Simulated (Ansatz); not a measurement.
Pressure series in Al2Pt

The reference is Al2Pt (space group Fm-3m, No. 225).

```
Al2Pt
1.0
    0.00000     2.94804     2.94804
    2.94804     0.00000     2.94804
    2.94804     2.94804     0.00000
Al Pt
2 1
Direct
  0.25000   0.25000   0.25000
  0.75000   0.75000   0.75000
  0.00000   0.00000   0.00000
```

Cell and atoms are relaxed at each pressure.

Level of theory: plane-wave PAW DFT at the PBEsol level (Ansatz, a quantum-chemistry and plane-wave program, 420 eV), no SOC.

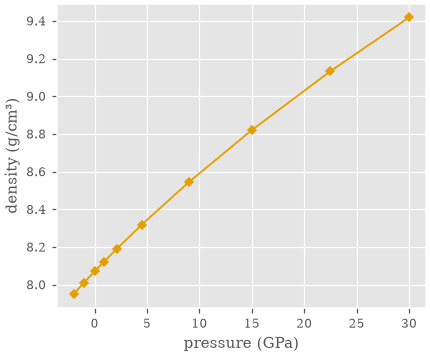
*Density against pressure*

```csv
pressure (GPa),density
-2,7.95 g/cm³
-1,8.01 g/cm³
0.9,8.12 g/cm³
2.1,8.19 g/cm³
4.5,8.32 g/cm³
9,8.54 g/cm³
15,8.82 g/cm³
22.5,9.13 g/cm³
30,9.42 g/cm³
```

Load acts through the strain it causes; cell and atoms are relaxed under it. Whether these cells are dynamically stable was not tested. Competing high-pressure phases were not computed. All final runs are without spin polarisation.
